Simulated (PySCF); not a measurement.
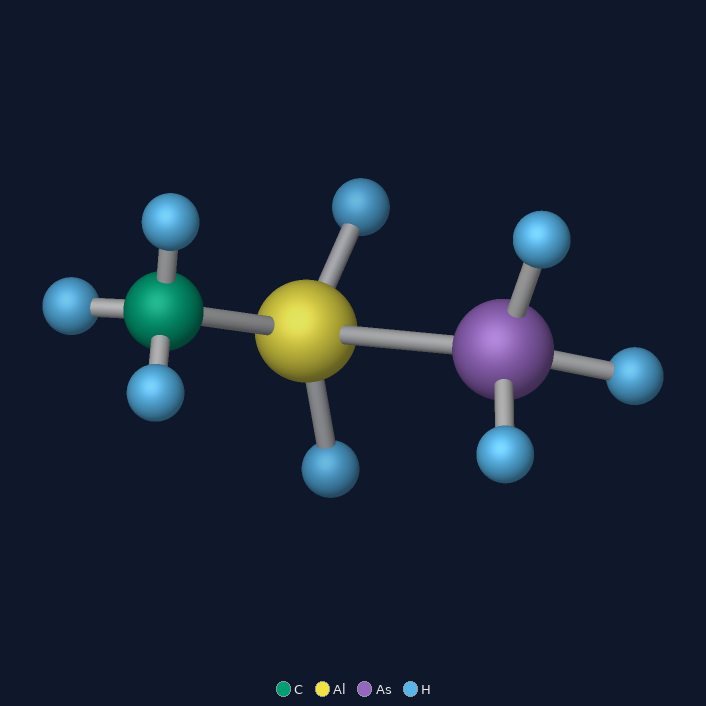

Computed geometry: PBE0-D3(BJ)/def2-SVP optimisation. No frequency run is at hand to confirm it as a minimum.

Draw it as a skeletal formula.

SMILES: [CH3][AlH2-][AsH3+]

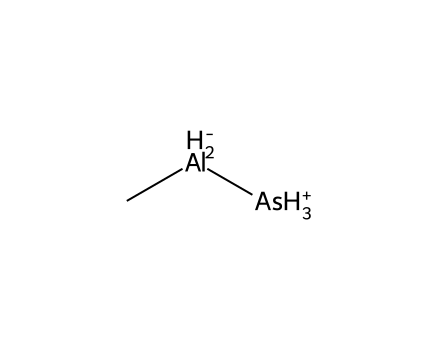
